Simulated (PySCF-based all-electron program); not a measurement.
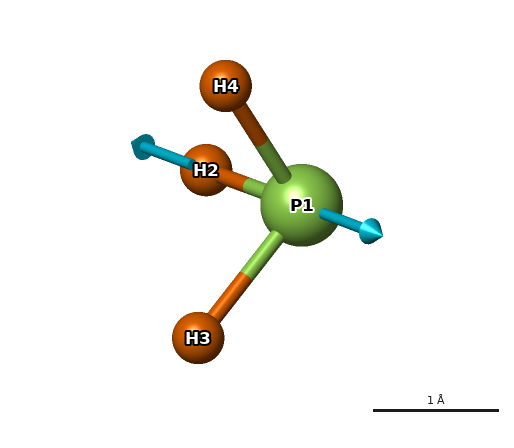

Arrows show the forces on the atoms, 0.2 Å of arrow for 1 eV/Å; forces under a tenth of the largest aren't drawn. Level of theory: HSE06, all-electron, scalar-relativistic (spin-free Dirac), large uncontracted Gaussian sets (PySCF-based all-electron program).

Q: Along which bond is the force strongest?

A: P1–H2, now 1.278 Å: the forces push its atoms apart, so a first step downhill lengthens it.

List the force components in the frame of the picture (x right, y up, z towards the viewer), in eV/Å.

| atom | Fx | Fy | Fz |
| --- | --- | --- | --- |
| P1 | 2.40 | −0.91 | 3.22 |
| H2 | −2.46 | 0.92 | −3.22 |
| H3 | 0.04 | 0.03 | 0.01 |
| H4 | 0.03 | −0.04 | −0.01 |
